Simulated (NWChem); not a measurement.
**UB3LYP/def2-TZVP run of SiNH4O (SMILES N[SiH]O)**

Aim: the vertical ionisation energy of SiNH4O at UB3LYP/def2-TZVP, from 2 runs. 

Program for the calculation: NWChem 7.3.0.

## 1. The structure to begin with

SiNH4O has 7 atoms, charge 0, and is taken as a doublet. SMILES: `N[SiH]O`. The coordinates come from a PBE0-D4/def2-TZVP relaxation. This is one conformer, not always the lowest.

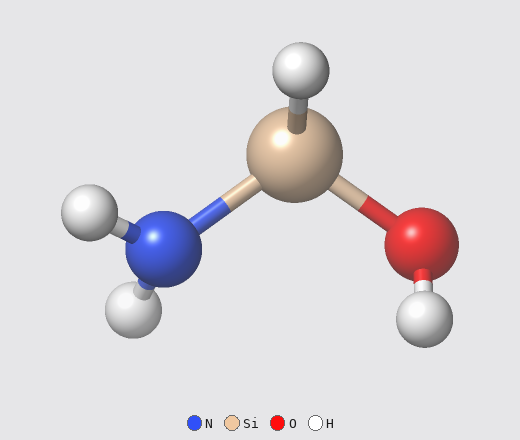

The structure, seen from a chosen angle (nitrogen blue, silicon light orange, oxygen red, hydrogen white).

## 2. The energy at UB3LYP/def2-TZVP

The input, sp.nw:

```
start sp
memory total 2200 mb
geometry units angstrom noautosym nocenter noautoz
   N       -0.694900       0.548300      -0.575200
   Si       0.293100       0.159000       0.781300
   O        1.622900      -0.672400       0.270300
   H       -0.355900       1.168100      -1.294800
   H       -1.685800       0.673200      -0.432900
   H       -0.599100      -0.661900       1.664700
   H        1.480900      -1.282400      -0.459000
end
basis spherical bse
   * library def2-TZVP
end
dft
   xc b3lyp
   mult 2
   grid fine
   convergence energy 1e-08
   maxiter 100
   mulliken
   noprint "final vectors analysis"
end
task dft energy
```

Run with:

```console
$ nwchem sp.nw > sp.out
```

Log:

```text
[...]
          Wavefunction type:  spin polarized.
          No. of atoms     :     7
          No. of electrons :    33
[...]
          Charge           :     0
          Spin multiplicity:     2
[...]
          AO basis - number of functions:   123
[...]
              XC Information
              --------------
                         B3LYP Method XC Potential
                     Hartree-Fock (Exact) Exchange  0.200
                        Slater Exchange Functional  0.800 local
                    Becke 1988 Exchange Functional  0.720 non-local
              Lee-Yang-Parr Correlation Functional  0.810
                  VWN I RPA Correlation Functional  0.190 local
[...]
 d= 0,ls=0.0,diis     1   -421.9115355369 -5.33D+02  4.15D-03  2.34D-01     4.5
[...]
 d= 0,ls=0.0,diis    11   -421.9896121640 -2.39D-09  1.12D-07  4.17D-10    42.0
[...]
         Total DFT energy =     -421.989612164048
      One electron energy =     -802.822945376544
           Coulomb energy =      307.828859005345
    Exchange-Corr. energy =      -38.029202628647
 Nuclear repulsion energy =      111.033676835799
[...]
      Total Density - Mulliken Population Analysis
     ---------------------------------------------
    Atom       Charge   Shell Charges
 -----------   ------   -------------------------------------------------------
    1 N    7     7.58   0.82  1.15  0.55  0.77  0.18  1.59  1.62  0.88  0.00  0.01  0.00
    2 Si  14    13.59   2.00  0.57  1.39  0.89  0.45  4.13  1.68  0.60  1.05  0.35  0.21  0.20  0.07
    3 O    8     8.51   0.79  1.18  0.59  0.91  0.27  1.93  1.91  0.92  0.00  0.02  0.00
    4 H    1     0.77   0.27  0.40  0.06  0.04
    5 H    1     0.77   0.27  0.40  0.06  0.04
    6 H    1     1.07   0.25  0.53  0.28  0.01
    7 H    1     0.70   0.26  0.33  0.06  0.05
[...]
      <S2> =      0.7520 (Exact =     0.7500)
[...]
```

Run time: 43 s. Hardware: 1 thread of AMD EPYC 7B13 (Zen 3), shared host; peak memory 0.12 GiB.

## 3. The singlet cation at the same level

The input, calc.nw:

```
start calc
title "H4NOSi"
memory total 2200 mb
charge 1
geometry units angstroms noautosym nocenter noautoz
  N    -0.694900    0.548300   -0.575200
  Si    0.293100    0.159000    0.781300
  O     1.622900   -0.672400    0.270300
  H    -0.355900    1.168100   -1.294800
  H    -1.685800    0.673200   -0.432900
  H    -0.599100   -0.661900    1.664700
  H     1.480900   -1.282400   -0.459000
end
basis spherical bse
  N library def2-TZVP
  Si library def2-TZVP
  O library def2-TZVP
  H library def2-TZVP
end
dft
  xc b3lyp
  grid fine
  convergence energy 1e-08
  iterations 100
  mulliken
  noprint "final vectors analysis"
end
task dft energy
```

Run with:

```console
$ nwchem calc.nw > calc.out
```

Log:

```text
[...]
          Wavefunction type:  closed shell.
          No. of atoms     :     7
          No. of electrons :    32
[...]
          Charge           :     1
          Spin multiplicity:     1
[...]
          AO basis - number of functions:   123
[...]
              XC Information
              --------------
                         B3LYP Method XC Potential
                     Hartree-Fock (Exact) Exchange  0.200
                        Slater Exchange Functional  0.800 local
                    Becke 1988 Exchange Functional  0.720 non-local
              Lee-Yang-Parr Correlation Functional  0.810
                  VWN I RPA Correlation Functional  0.190 local
[...]
 d= 0,ls=0.0,diis     1   -421.4668652948 -5.33D+02  1.39D-02  3.32D+00     3.6
[...]
 d= 0,ls=0.0,diis    12   -421.7043832752 -4.22D-09  2.37D-07  8.79D-10    34.7
         Total DFT energy =     -421.704383275156
      One electron energy =     -794.233444488429
           Coulomb energy =      299.194461035374
    Exchange-Corr. energy =      -37.699076657899
 Nuclear repulsion energy =      111.033676835799
[...]
      Total Density - Mulliken Population Analysis
     ---------------------------------------------
    Atom       Charge   Shell Charges
 -----------   ------   -------------------------------------------------------
    1 N    7     7.43   0.82  1.15  0.56  0.79  0.17  1.56  1.62  0.74  0.00  0.01  0.00
    2 Si  14    13.24   2.00  0.57  1.39  0.93  0.30  4.13  1.68  0.58  0.99  0.17  0.20  0.21  0.07
    3 O    8     8.42   0.79  1.18  0.58  0.91  0.28  1.92  1.92  0.81  0.00  0.02  0.00
    4 H    1     0.71   0.26  0.37  0.03  0.04
    5 H    1     0.71   0.27  0.38  0.03  0.04
    6 H    1     0.88   0.23  0.49  0.14  0.01
    7 H    1     0.62   0.25  0.31  0.02  0.05
[...]
```

It took 35 s on 1 thread of AMD EPYC 7B13 (Zen 3), shared host; peak memory 0.12 GiB.

## 4. Summary of results

Level: UB3LYP/def2-TZVP.

```
                                          quantity          value
                      doublet SiNH4O: total energy  -421.98961 Eh
                     doublet SiNH4O: dipole moment         2.38 D
                              doublet SiNH4O: ⟨S²⟩          0.752
                      singlet cation: total energy  -421.70438 Eh
vertical ionisation energy (to the singlet cation)       7.761 eV
```

Removing an electron at fixed nuclei costs 7.76 eV (749 kJ/mol). Only the singlet of the ionised species was computed; a triplet could lie lower. Mulliken charges (doublet SiNH4O) run from -0.58 on N1 to +0.41 on Si2. Mulliken charges (singlet cation) run from -0.43 on N1 to +0.76 on Si2; they depend strongly on the basis.
